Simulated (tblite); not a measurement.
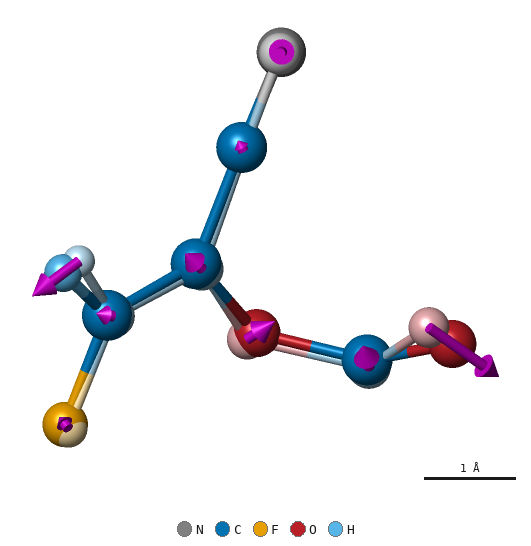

A relaxation of C$_{4}$HFNO$_{2}$ (multiplicity 2). The starting structure is drawn faded, the final one solid; purple arrows show the displacements, magnified 3 times. The two geometries are superimposed by the best rigid fit.

Style: ball-and-stick. Shown at a tilt.

Level of theory: GFN2-xTB geometry optimisation, gas phase (tblite). 

Question: Atoms of which element are displaced furthest, and by how much?

Answer: Oxygen: up to 0.37 Å, against 0.23 Å for hydrogen.

Question: What happened in the run?

Answer: After 35 geometry steps the energy has fallen by 19.7 kcal/mol. An O atom moves most after the best rigid fit: 0.37 Å. By element the largest moves are O 0.37 Å, H 0.23 Å, C 0.14 Å, N 0.13 Å, F 0.06 Å. Near-neighbour distances that change, for instance: C–O 1.382 → 1.261 Å, C–O 1.267 → 1.184 Å, C–O 1.396 → 1.472 Å, C–N 1.182 → 1.148 Å. Bond angles that change, for instance: O–C–O 117.0° → 141.4°, C–C–O 123.8° → 116.2°, C–C–H 116.9° → 123.9°.
